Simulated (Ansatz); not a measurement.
Pressure series in AlP

Start from AlP in the zinc blende structure (space group F-43m, No. 216; a = 5.508 Å).

Cell and atoms are relaxed at each pressure.

The values are results of PBE (Ansatz, a quantum-chemistry and plane-wave program, PAW, scalar-relativistic without spin-orbit coupling), not measurements.

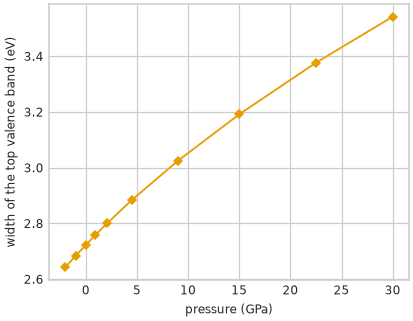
Figure: Width of the top valence band against pressure

```csv
pressure (GPa),width of the top valence band
-2,2.64 eV
-1,2.68 eV
0.9,2.76 eV
2.1,2.80 eV
4.5,2.88 eV
9,3.02 eV
15,3.19 eV
22.5,3.38 eV
30,3.54 eV
```

The levels and masses belong to the bands next to the band gap. Load acts through the strain it causes; cell and atoms are relaxed under it. Whether these cells are dynamically stable was not tested. Measured, AlP leaves this structure (for the NiAs type) near 14.2 GPa (temperature not stated; as listed in Datta, Sujoy, Jana, Debnarayan, arXiv (2020)), on rising pressure, with hysteresis.
